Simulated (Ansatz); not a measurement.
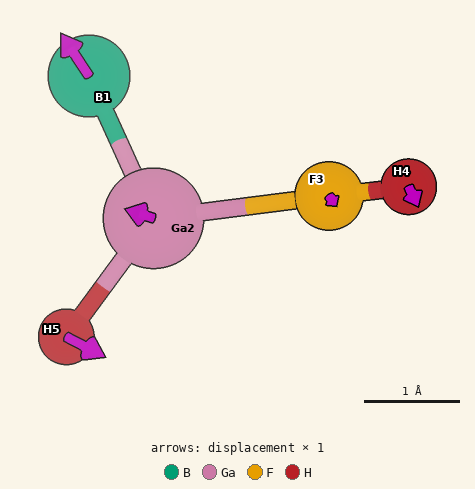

A relaxation of GaBH2F (multiplicity 2). The starting structure is drawn; purple arrows show the displacements, at their true length. The two geometries are superimposed by the best rigid fit.

Style: ball-and-stick. Shown at a tilt.

It is one of the separated reactants of a reaction.

Level of theory: UKS PBE-D4/def2-SVP (Ansatz). (force threshold 0.03 eV/Å; at most 250 steps)

Describe the change and its energy.

After 5 geometry steps the energy has fallen by 1.411 eV. The largest force component goes from 4 to 0.023 eV/Å. The largest move after the best rigid fit is that of B1, 0.61 Å. By element the largest moves are B 0.61 Å, H 0.54 Å, Ga 0.37 Å, F 0.16 Å. Among the contacts that change: Ga2–F3 2.005 → 2.451 Å, B1–Ga2 1.765 → 2.102 Å, Ga2–H5 1.553 → 1.610 Å, F3–H4 0.910 → 0.939 Å. Among the angles between lasting bonds that change: B1–Ga2–H5 115.4° → 153.1°.
